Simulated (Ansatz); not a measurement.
## CH10Si2: geometry relaxation (part 2 of 2)

Continued. System: CH10Si2. Method: RKS PBE/def2-SVP (Ansatz 0.2.0). It belongs to a series of runs on one base structure; here: end point B relaxed.

Geometry of the input (Å):
```
Si -0.8379  1.0659  0.4766
C  0.8746  -1.5733  0.9893
H  -1.6990  -0.0740  0.9405
H  -1.6805  2.3175  0.5584
H  0.3249  1.2649  1.4039
H  0.6954  -0.9859  0.0882
Si -0.2301  0.8584  -1.6897
H  0.5040  -2.6041  0.8234
H  1.9644  -1.6117  1.1827
H  0.3645  -1.1376  1.8676
H  0.1983  -0.5374  -2.0536
H  0.9106  1.7908  -2.0075
H  -1.3892  1.2265  -2.5799
```

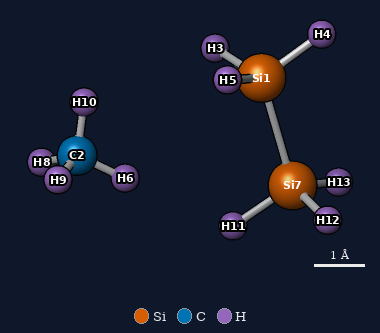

The geometry at step 5 of the log (ball-and-stick view, seen at a tilt; atoms are numbered from 1 in the order of the input).

What the program printed, continued:
```
relax step   9: F+E_penalty+E_count = -16938.61685579 eV  Δ(F+E_penalty+E_count) = -3.453e-4 eV  max|allowed force component| = 2.678e-2 eV/Å  Δτ_max = 0.0290 Å  (26 SCF iters, accepted)
1130 factors; their error is unknown
mean field -16938.61685579 eV, -622.4826880433 hartree, gradient 1.1e-5 eV, S^2 0.000000; 1 other end points of the search recorded, 0 dependent functions left out
the calculation of the forces begins
reference -16938.61689860 eV, -622.4826896168 hartree; 22, 22 occupied and 78, 78 virtual orbitals, 1130 factors
Total energy: -16938.61689860 eV, -622.4826896168 hartree
Atom 0 at    -1.067330     1.476883     0.366660 Å, force    -0.002722    -0.001643     0.012928 eV/Å
Atom 1 at     1.152412    -2.096164     1.195904 Å, force     0.001568    -0.004340    -0.006752 eV/Å
Atom 2 at    -2.013877     0.384857     0.791481 Å, force     0.007144     0.009569    -0.004607 eV/Å
Atom 3 at    -1.775948     2.801001     0.486441 Å, force     0.006191    -0.009735     0.002185 eV/Å
Atom 4 at     0.117128     1.479344     1.296656 Å, force    -0.007652    -0.000730    -0.007965 eV/Å
Atom 5 at     0.997693    -1.615397     0.211134 Å, force     0.006441    -0.001238     0.011733 eV/Å
Atom 6 at    -0.371343     1.140023    -1.857366 Å, force     0.008186     0.001702    -0.026784 eV/Å
Atom 7 at     0.847389    -3.157881     1.137211 Å, force    -0.003188     0.009823     0.006745 eV/Å
Atom 8 at     2.221477    -2.034697     1.473189 Å, force    -0.004994     0.004188    -0.008461 eV/Å
Atom 9 at     0.543977    -1.577281     1.960242 Å, force    -0.003735    -0.005338    -0.004800 eV/Å
Atom 10 at     0.259249    -0.219644    -2.016292 Å, force    -0.007181     0.019424     0.004287 eV/Å
Atom 11 at     0.639576     2.185665    -2.253577 Å, force    -0.020059    -0.017025     0.006705 eV/Å
Atom 12 at    -1.550405     1.233289    -2.791785 Å, force     0.020001    -0.004658     0.014788 eV/Å
Dipole moment:     0.003828    -0.006526     0.004870 e Å
```

Trajectory as extended XYZ (Å, eV, eV/Å), 9 frames, from step=1 to step=9:
```
13
Properties=species:S:1:pos:R:3:forces:R:3 step=1 energy=-16938.36526
Si   -0.8379    1.0659    0.4766   -0.5975   0.5430   1.0287
C     0.8746   -1.5733    0.9893    0.3325  -0.6821   0.5512
H    -1.6990   -0.0740    0.9405   -0.0179  -0.0068   0.0023
H    -1.6805    2.3175    0.5584   -0.0009   0.0101   0.0075
H     0.3249    1.2649    1.4039    0.0167   0.0084   0.0061
H     0.6954   -0.9859    0.0882   -0.0390   0.1644  -0.3080
Si   -0.2301    0.8584   -1.6897    0.2805  -0.0531  -1.2013
H     0.5040   -2.6041    0.8234   -0.0005   0.0361   0.0016
H     1.9644   -1.6117    1.1827   -0.0172   0.0133  -0.0017
H     0.3645   -1.1376    1.8676    0.0421  -0.0418  -0.0751
H     0.1983   -0.5374   -2.0536    0.0111  -0.0027  -0.0259
H     0.9106    1.7908   -2.0075   -0.0006   0.0075   0.0090
H    -1.3892    1.2265   -2.5799   -0.0092   0.0037   0.0056
13
Properties=species:S:1:pos:R:3:forces:R:3 step=2 energy=-16938.55433
Si   -0.9348    1.2112    0.4610   -0.0911   0.0410   0.2007
C     0.9694   -1.7305    1.0546    0.0907  -0.1735   0.1163
H    -1.7687    0.0456    0.9194   -0.0173   0.0218   0.0177
H    -1.7729    2.4597    0.5540   -0.0008   0.0110  -0.0245
H     0.2461    1.3744    1.3773   -0.0044  -0.0024   0.0093
H     0.7931   -1.1432    0.1412   -0.0363   0.0997  -0.1090
Si   -0.2627    0.9227   -1.7590    0.0614   0.0335  -0.2505
H     0.5868   -2.7548    0.8907    0.0487  -0.0388   0.0385
H     2.0563   -1.7535    1.2554    0.0110  -0.0652   0.0253
H     0.4460   -1.2738    1.9133   -0.0080   0.0094  -0.0051
H     0.1740   -0.4783   -2.1025   -0.0342   0.0168   0.0744
H     0.8919    1.8435   -2.0577   -0.0326   0.0270  -0.0311
H    -1.4245    1.2769   -2.6476    0.0129   0.0196  -0.0620
13
Properties=species:S:1:pos:R:3:forces:R:3 step=3 energy=-16938.58502
Si   -0.9880    1.2847    0.4228   -0.0770   0.1590  -0.0442
C     1.0517   -1.8676    1.1294   -0.0182   0.0280  -0.0379
H    -1.8352    0.1375    0.9077    0.0100   0.0025  -0.0778
H    -1.8083    2.5443    0.4879   -0.0192   0.0397   0.1108
H     0.1967    1.4215    1.3415    0.0007   0.0172  -0.0376
H     0.8593   -1.2374    0.2373    0.0441  -0.0945   0.0643
Si   -0.3183    1.0342   -1.8255    0.0219  -0.1934  -0.0038
H     0.6718   -2.8907    0.9454    0.0044   0.0261  -0.0001
H     2.1399   -1.9064    1.3253   -0.0166   0.0082  -0.0035
H     0.5322   -1.4304    2.0030    0.0211  -0.0272  -0.0036
H     0.1035   -0.4027   -2.0320    0.0275   0.1192  -0.1064
H     0.8284    1.9532   -2.1562    0.0291  -0.0359   0.0562
H    -1.4338    1.3597   -2.7866   -0.0279  -0.0490   0.0837
13
Properties=species:S:1:pos:R:3:forces:R:3 step=4 energy=-16938.60838
Si   -1.0156    1.3573    0.4100    0.0091  -0.0034  -0.0113
C     1.0722   -1.9234    1.1347    0.0293   0.0033  -0.0094
H    -1.8840    0.2132    0.8583   -0.0207   0.0035   0.0025
H    -1.8031    2.6363    0.5239    0.0048  -0.0036  -0.0076
H     0.1755    1.4467    1.3243    0.0074   0.0026   0.0082
H     0.8966   -1.3417    0.2098   -0.0021  -0.0147   0.0243
Si   -0.3235    1.0389   -1.8212   -0.0119   0.0300   0.0089
H     0.7166   -2.9597    0.9861    0.0136  -0.0134   0.0037
H     2.1551   -1.9279    1.3617   -0.0142  -0.0191  -0.0007
H     0.5225   -1.4622    1.9758   -0.0091   0.0101  -0.0024
H     0.1824   -0.3606   -2.0436    0.0048  -0.0132   0.0114
H     0.7814    2.0016   -2.1625    0.0085   0.0203  -0.0085
H    -1.4759    1.2815   -2.7574   -0.0195  -0.0024  -0.0192
13
Properties=species:S:1:pos:R:3:forces:R:3 step=5 energy=-16938.61224
Si   -1.0316    1.3918    0.3960    0.0056  -0.0037  -0.0004
C     1.0953   -1.9695    1.1525    0.0208  -0.0005   0.0053
H    -1.9133    0.2548    0.8369   -0.0152   0.0029   0.0085
H    -1.8057    2.6787    0.5194    0.0106  -0.0111  -0.0159
H     0.1611    1.4637    1.3104    0.0030  -0.0035   0.0084
H     0.9250   -1.4053    0.2157    0.0003  -0.0148   0.0211
Si   -0.3379    1.0661   -1.8324   -0.0160   0.0313  -0.0018
H     0.7503   -3.0120    1.0201    0.0057   0.0031   0.0017
H     2.1755   -1.9637    1.3924   -0.0173  -0.0065  -0.0052
H     0.5327   -1.4965    1.9793   -0.0008  -0.0005  -0.0138
H     0.1913   -0.3281   -2.0362    0.0041  -0.0090   0.0121
H     0.7526    2.0429   -2.1823   -0.0002   0.0145  -0.0127
H    -1.4952    1.2772   -2.7720   -0.0007  -0.0023  -0.0072
13
Properties=species:S:1:pos:R:3:forces:R:3 step=6 energy=-16938.61526
Si   -1.0542    1.4403    0.3764   -0.0047   0.0099   0.0183
C     1.1297   -2.0393    1.1795   -0.0006  -0.0073   0.0231
H    -1.9599    0.3182    0.8098   -0.0015   0.0067   0.0037
H    -1.8052    2.7410    0.5053    0.0176  -0.0205  -0.0132
H     0.1388    1.4841    1.2938   -0.0084  -0.0060   0.0005
H     0.9672   -1.5059    0.2228    0.0109  -0.0224   0.0285
Si   -0.3591    1.1095   -1.8490   -0.0158   0.0048  -0.0361
H     0.8026   -3.0918    1.0754   -0.0044   0.0387   0.0014
H     2.2053   -2.0144    1.4393   -0.0249   0.0132  -0.0150
H     0.5461   -1.5466    1.9815    0.0189  -0.0260  -0.0361
H     0.2068   -0.2760   -2.0241   -0.0028   0.0165   0.0054
H     0.7061    2.1091   -2.2177   -0.0179  -0.0025  -0.0043
H    -1.5242    1.2718   -2.7930    0.0336  -0.0049   0.0239
13
Properties=species:S:1:pos:R:3:forces:R:3 step=7 energy=-16938.61589
Si   -1.0609    1.4560    0.3711   -0.0061   0.0104   0.0214
C     1.1405   -2.0629    1.1877   -0.0026  -0.0090   0.0208
H    -1.9783    0.3421    0.8020    0.0024   0.0089   0.0002
H    -1.8000    2.7637    0.4978    0.0166  -0.0210  -0.0084
H     0.1302    1.4875    1.2921   -0.0108  -0.0046  -0.0041
H     0.9809   -1.5452    0.2222    0.0117  -0.0172   0.0231
Si   -0.3654    1.1233   -1.8535   -0.0106  -0.0026  -0.0443
H     0.8208   -3.1189    1.0972   -0.0072   0.0362   0.0020
H     2.2140   -2.0277    1.4545   -0.0200   0.0149  -0.0153
H     0.5485   -1.5619    1.9780    0.0160  -0.0251  -0.0305
H     0.2186   -0.2561   -2.0217   -0.0059   0.0228   0.0047
H     0.6857    2.1351   -2.2311   -0.0220  -0.0084   0.0006
H    -1.5346    1.2650   -2.7965    0.0386  -0.0053   0.0297
13
Properties=species:S:1:pos:R:3:forces:R:3 step=8 energy=-16938.61651
Si   -1.0662    1.4707    0.3671   -0.0051   0.0049   0.0192
C     1.1499   -2.0860    1.1946   -0.0012  -0.0079   0.0080
H    -2.0002    0.3690    0.7947    0.0059   0.0103  -0.0034
H    -1.7883    2.7878    0.4892    0.0116  -0.0161  -0.0015
H     0.1211    1.4859    1.2936   -0.0104  -0.0023  -0.0078
H     0.9932   -1.5891    0.2181    0.0098  -0.0078   0.0153
Si   -0.3703    1.1355   -1.8570   -0.0004  -0.0034  -0.0400
H     0.8389   -3.1455    1.1219   -0.0069   0.0229   0.0043
H     2.2207   -2.0363    1.4682   -0.0109   0.0110  -0.0125
H     0.5481   -1.5747    1.9701    0.0057  -0.0159  -0.0164
H     0.2393   -0.2336   -2.0195   -0.0078   0.0239   0.0045
H     0.6591    2.1659   -2.2454   -0.0227  -0.0145   0.0052
H    -1.5453    1.2505   -2.7956    0.0324  -0.0052   0.0251
13
Properties=species:S:1:pos:R:3:forces:R:3 step=9 energy=-16938.61686
Si   -1.0673    1.4769    0.3667   -0.0027  -0.0016   0.0129
C     1.1524   -2.0962    1.1959    0.0016  -0.0043  -0.0068
H    -2.0139    0.3849    0.7915    0.0071   0.0096  -0.0046
H    -1.7759    2.8010    0.4864    0.0062  -0.0097   0.0022
H     0.1171    1.4793    1.2967   -0.0077  -0.0007  -0.0080
H     0.9977   -1.6154    0.2111    0.0064  -0.0012   0.0117
Si   -0.3713    1.1400   -1.8574    0.0082   0.0017  -0.0268
H     0.8474   -3.1579    1.1372   -0.0032   0.0098   0.0067
H     2.2215   -2.0347    1.4732   -0.0050   0.0042  -0.0085
H     0.5440   -1.5773    1.9602   -0.0037  -0.0053  -0.0048
H     0.2592   -0.2196   -2.0163   -0.0072   0.0194   0.0043
H     0.6396    2.1857   -2.2536   -0.0201  -0.0170   0.0067
H    -1.5504    1.2333   -2.7918    0.0200  -0.0047   0.0148
```

Key numbers:

| quantity | value |
| --- | --- |
| outcome | converged |
| total energy | −16938.6169 eV |
| mean-field energy | −16938.6169 eV |
| largest force (length of the vector) at the end | 0.028 eV/Å |
| hardware | 2 threads of Arm Neoverse V2, 24 GiB of memory available, shared host |
| wall time | 15 s (CPU time 28 s) |
| peak memory | 0.12 GiB |
